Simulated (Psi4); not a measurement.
# CHClF2 (difluorochloromethane): CCSD/6-311+G(d,p)

Aim: the vertical singlet–triplet gap of CHClF2 (difluorochloromethane) at CCSD/6-311+G**, from 2 runs. 

The calculation is run with Psi4 1.11.

1 further run of the same task is left out (set aside as unsound or not needed).

### 1 Starting point

CHClF2: 5 atoms, total charge 0, spin state singlet. As SMILES, `FC(F)Cl`. Geometry: relaxed at PBE0-D4/def2-TZVP.

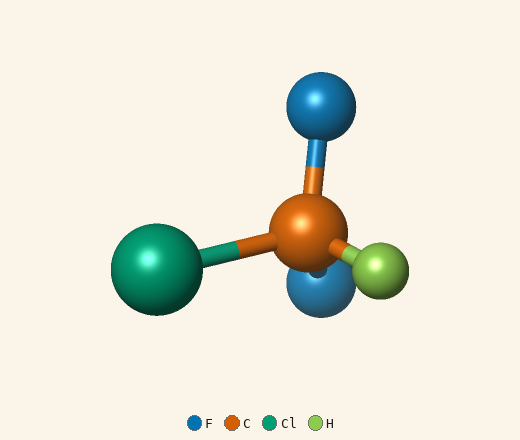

The structure, seen from a chosen angle (fluorine blue, carbon orange, chlorine teal, hydrogen green).

### 2 The energy at CCSD/6-311+G(d,p)

The input, calc.inp:

```
memory 1600 MB

molecule {
  F      0.038900    -0.568100     1.222300
  C      0.109400     0.023600     0.028300
  F      0.844200    -0.745900    -0.776900
  Cl    -1.511000     0.208900    -0.640800
  H      0.568600     1.007800     0.125800
  symmetry c1
}

set basis 6-311+G**
set puream true
set e_convergence 1e-09
set d_convergence 1e-08
set scf_type pk
set num_frozen_docc 8

energy_value, wavefunction = energy('ccsd', return_wfn=True)
```

Started as:

```console
$ psi4 calc.inp calc.out -n 1
```

calc.out:

```text
[...]
  Running in c1 symmetry.
[...]
  Nuclear repulsion =  168.406744960820134
[...]
  Multiplicity = 1
[...]
  Nalpha       = 21
  Nbeta        = 21
[...]
    Number of basis functions: 102
[...]
   @RHF iter   1:  -696.81828506633326   -3.39104e-01   4.30037e-03 ADIIS/DIIS
[...]
   @RHF iter  11:  -696.89729886554176   -7.61702e-12   5.88936e-09 DIIS
[...]
    Orbital Energies [Eh]
    ---------------------
    Doubly Occupied:
       1A   -104.864805     2A    -26.350625     3A    -26.350579
       4A    -11.493192     5A    -10.592059     6A     -8.060360
       7A     -8.057142     8A     -8.057113     9A     -1.714715
      10A     -1.645856    11A     -1.169229    12A     -0.961300
      13A     -0.828221    14A     -0.806581    15A     -0.777295
      16A     -0.703571    17A     -0.668186    18A     -0.656278
      19A     -0.557615    20A     -0.491236    21A     -0.486561
[...]
  @RHF Final Energy:  -696.89729886554176
   => Energetics <=
    Nuclear Repulsion Energy =            168.4067449608201343
    One-Electron Energy =               -1300.0230477201739632
    Two-Electron Energy =                 434.7190038938121006
    Total Energy =                       -696.8972988655417566
[...]
 Multipole Moments:
 ------------------------------------------------------------------------------------
     Multipole            Electronic (a.u.)      Nuclear  (a.u.)        Total (a.u.)
 ------------------------------------------------------------------------------------
 L = 1.  Multiply by 2.5417464519 to convert [e a0] to [Debye]
 Dipole X            :         -0.1485307            0.3419783            0.1934476
 Dipole Y            :         -0.9732306            1.6382840            0.6650534
 Dipole Z            :          0.0265138           -0.0079884            0.0185254
 Magnitude           :                                                    0.6928645
[...]
      * MP2 total energy                      = -697.591657449621835
[...]
      * CCSD total energy                     = -697.609874530738352
[...]
```

It took 41 s on 1 thread of AMD EPYC 7R43 (Zen 3), shared host; peak memory 0.85 GiB.

### 3 The triplet, same level

The input, job.py:

```python
import psi4

psi4.set_memory('1600 MB')
psi4.set_num_threads(1)
psi4.set_output_file('output.dat', False)

m = psi4.geometry("""
0 3
F      0.038900    -0.568100     1.222300
C      0.109400     0.023600     0.028300
F      0.844200    -0.745900    -0.776900
Cl    -1.511000     0.208900    -0.640800
H      0.568600     1.007800     0.125800
units angstrom
symmetry c1
no_reorient
no_com
""")

options = {'basis': '6-311+G**', 'reference': 'uhf', 'puream': True, 'e_convergence': 1e-09, 'd_convergence': 1e-08, 'scf_type': 'pk', 'num_frozen_docc': 8, 'maxiter': 200}
psi4.set_options(options)

result, w = psi4.energy("ccsd", molecule=m, return_wfn=True)
print(f'ccsd energy: {result:.10f} Eh')
for k, v in sorted(psi4.core.scalar_variables().items()):
    print(f'{k:45s} {v:18.10f}')
```

Started as:

```console
$ python job.py
```

output.dat:

```text
[...]
  Running in c1 symmetry.
[...]
  Nuclear repulsion =  168.406744960820134
[...]
  Multiplicity = 3
[...]
  Nalpha       = 22
  Nbeta        = 20
[...]
    Number of basis functions: 102
[...]
   @UHF iter   1:  -696.52058462800426   -4.14034e-02   3.91073e-03 ADIIS/DIIS
[...]
   @UHF iter  19:  -696.63775052703090   -8.18545e-12   7.27578e-09 DIIS
[...]
   @S^2 Observed:                2.013707977E+00
[...]
    Orbital Energies [Eh]
    ---------------------
    Alpha Occupied:
       1A   -104.951086     2A    -26.322255     3A    -26.322214
       4A    -11.391209     5A    -10.675052     6A     -8.158957
       7A     -8.139860     8A     -8.133673     9A     -1.688009
      10A     -1.618329    11A     -1.262871    12A     -0.969892
      13A     -0.807207    14A     -0.796964    15A     -0.780918
      16A     -0.684087    17A     -0.669159    18A     -0.642787
      19A     -0.626579    20A     -0.570646    21A     -0.560381
      22A     -0.215516
    Alpha Virtual:
      23A      0.065466    24A      0.090198    25A      0.103416
[...]
  @UHF Final Energy:  -696.63775052703090
   => Energetics <=
    Nuclear Repulsion Energy =            168.4067449608201343
    One-Electron Energy =               -1299.5192124717887054
    Two-Electron Energy =                 434.4747169839376966
    Total Energy =                       -696.6377505270309030
  UHF NO Occupations:
  HONO-2 :   20  A 1.9964318
  HONO-1 :   21  A 1.0000000
[...]
 Multipole Moments:
 ------------------------------------------------------------------------------------
     Multipole            Electronic (a.u.)      Nuclear  (a.u.)        Total (a.u.)
 ------------------------------------------------------------------------------------
 L = 1.  Multiply by 2.5417464519 to convert [e a0] to [Debye]
 Dipole X            :         31.0123054          -31.2071262           -0.1948208
 Dipole Y            :         14.1311810          -13.4648656            0.6663155
 Dipole Z            :         12.3141833          -12.4521613           -0.1379780
 Magnitude           :                                                    0.7077919
[...]
      * MP2 total energy                      = -697.309904200436449
[...]
      * CCSD total energy                     = -697.334604459521756
```

Standard output:

```text
ccsd energy: -697.3346044595 Eh
CC D1 DIAGNOSTIC                                    0.0000000000
CC D2 DIAGNOSTIC                                    0.0000000000
CC NEW D1 DIAGNOSTIC                                0.0000000000
CC T1 DIAGNOSTIC                                    0.0229718977
CCSD CORRELATION ENERGY                            -0.6968539325
CCSD DOUBLES ENERGY                                -0.6968539325
CCSD ITERATIONS                                    35.0000000000
CCSD OPPOSITE-SPIN CORRELATION ENERGY              -0.5303693202
CCSD SAME-SPIN CORRELATION ENERGY                  -0.1664846123
CCSD SINGLES ENERGY                                -0.0000000000
CCSD TOTAL ENERGY                                -697.3346044595
CURRENT CORRELATION ENERGY                         -0.6968539325
CURRENT ENERGY                                   -697.3346044595
CURRENT REFERENCE ENERGY                         -696.6377505270
DD SOLVATION ENERGY                                 0.0000000000
HF KINETIC ENERGY                                 697.3480327601
HF POTENTIAL ENERGY                             -1393.9857832872
HF TOTAL ENERGY                                  -696.6377505270
HF VIRIAL RATIO                                     1.9989814523
MP2 CORRELATION ENERGY                             -0.6721536734
MP2 DOUBLES ENERGY                                 -0.6721536734
MP2 OPPOSITE-SPIN CORRELATION ENERGY               -0.4898866888
MP2 SAME-SPIN CORRELATION ENERGY                   -0.1822669846
MP2 SINGLES ENERGY                                 -0.0000000000
MP2 TOTAL ENERGY                                 -697.3099042004
NUCLEAR REPULSION ENERGY                          168.4067449608
ONE-ELECTRON ENERGY                             -1299.5192124718
PCM POLARIZATION ENERGY                             0.0000000000
PE ENERGY                                           0.0000000000
SCF ITERATION ENERGY                             -696.6377505270
SCF ITERATIONS                                     19.0000000000
SCF TOTAL ENERGY                                 -696.6377505270
TWO-ELECTRON ENERGY                               434.4747169839
```

Wall time 3.1 min (1 thread of AMD EPYC 7R43 (Zen 3), shared host); peak memory 0.88 GiB.

### 4 Summary of results

Level: CCSD/6-311+G**, 8 core orbitals frozen.

```
                                                           quantity          value
                                              singlet: total energy  -697.60987 Eh
                       singlet: HOMO energy (Hartree–Fock orbitals)      -13.24 eV
                       singlet: LUMO energy (Hartree–Fock orbitals)        1.86 eV
                     singlet: HOMO–LUMO gap (Hartree–Fock orbitals)       15.10 eV
               singlet: correlation energy (8 core orbitals frozen)     -712.6 mEh
                                             singlet: T1 diagnostic          0.012
                                              triplet: total energy  -697.33460 Eh
triplet: HOMO energy (Hartree–Fock orbitals) (highest over α and β)       -5.86 eV
 triplet: LUMO energy (Hartree–Fock orbitals) (lowest over α and β)       -2.28 eV
               triplet: correlation energy (8 core orbitals frozen)     -696.9 mEh
                         triplet: ⟨S²⟩ of the reference determinant          2.014
                                             triplet: T1 diagnostic          0.023
                   vertical energy of the triplet above the singlet       7.490 eV
```

**Reading.** At this shape the triplet lies 7.49 eV (723 kJ/mol) above the singlet.
